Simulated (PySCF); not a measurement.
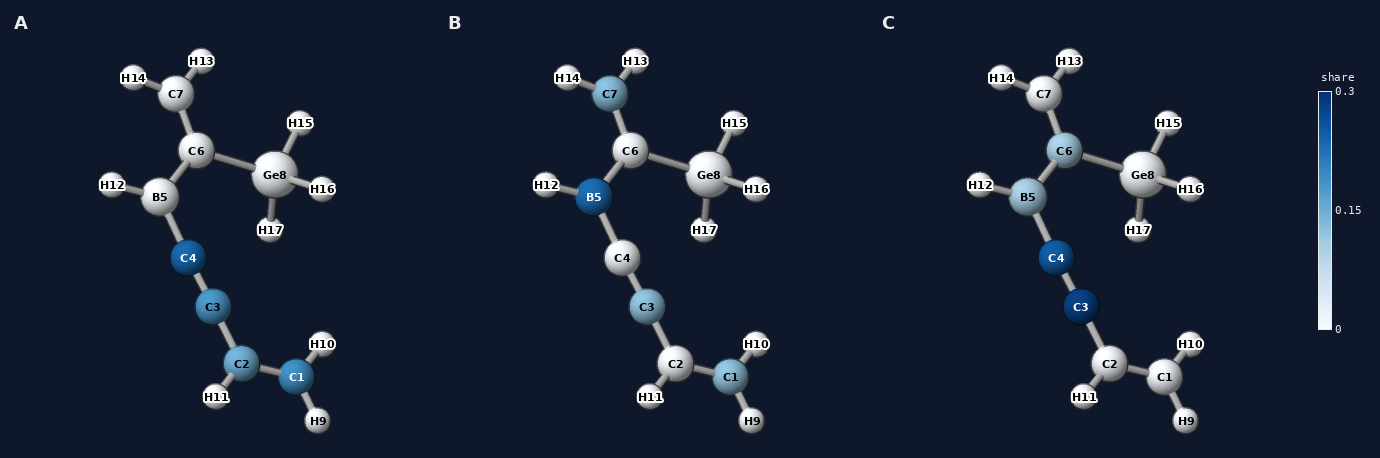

Each panel colours the atoms by their Löwdin share in one orbital (up to four of the largest shares; other atoms are shown as zero). The geometry was computed by an optimisation with GFN2-xTB. No frequency run is at hand to confirm it as a minimum. Level of theory: CAM-B3LYP/def2-SVPD (PySCF 2.14.0).

The panels show the HOMO−1, HOMO, LUMO, in some order. Which is which?

Answer. A: HOMO, −8.64 eV; C4 0.24, C1 0.19, C3 0.18, C2 0.15
B: LUMO, −1.56 eV; B5 0.23, C7 0.13, C3 0.12, C1 0.12
C: HOMO−1, −8.96 eV; C3 0.28, C4 0.25, C6 0.10, B5 0.10

The geometry is semi-empirical. Around B, Ge such bond lengths and angles can be off by a tenth of an ångström or more and by several degrees, and values that hang on the shape move with them.
